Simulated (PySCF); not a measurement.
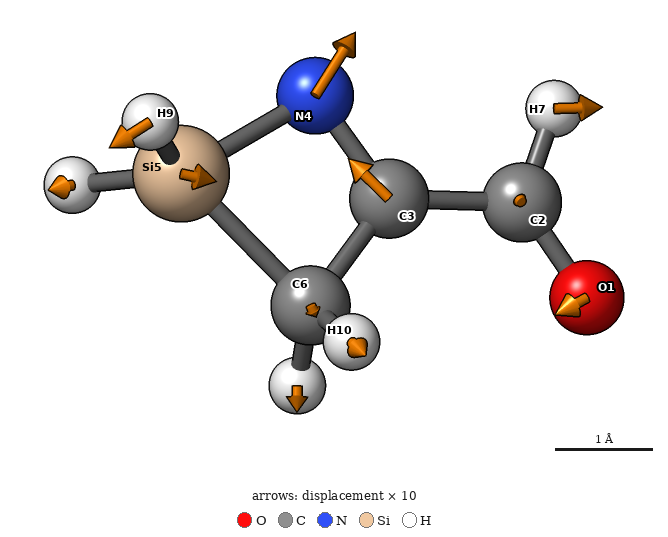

A relaxation of C$_{3}$H$_{5}$NOSi. The starting structure is drawn; orange arrows show the displacements, magnified 10 times. The two geometries are superimposed by the best rigid fit.

The picture is a ball-and-stick view, seen at a tilt.

The start comes from GFN2-xTB. Its atoms were then displaced at random by about 0.01 Å.

Method: PBE0-D3(BJ)/def2-SVP geometry optimisation, gas phase in PySCF. 

> Describe the change and its energy.

The largest move after the best rigid fit is that of the N atom, 0.085 Å. Largest moves by element: N 0.085 Å, C 0.061 Å, H 0.053 Å, O 0.043 Å, Si 0.040 Å. Among the contacts that change: N–Si 1.764 → 1.811 Å, C–C 1.460 → 1.498 Å, H–Si 1.460 → 1.490 Å, C–H 1.073 → 1.101 Å. Bond angles that change, for instance: N–C–C 107.0° → 113.7°, C–N–Si 94.4° → 88.5°, H–Si–H 115.4° → 110.2°. The energy falls by 0.252 eV in 11 geometry steps.
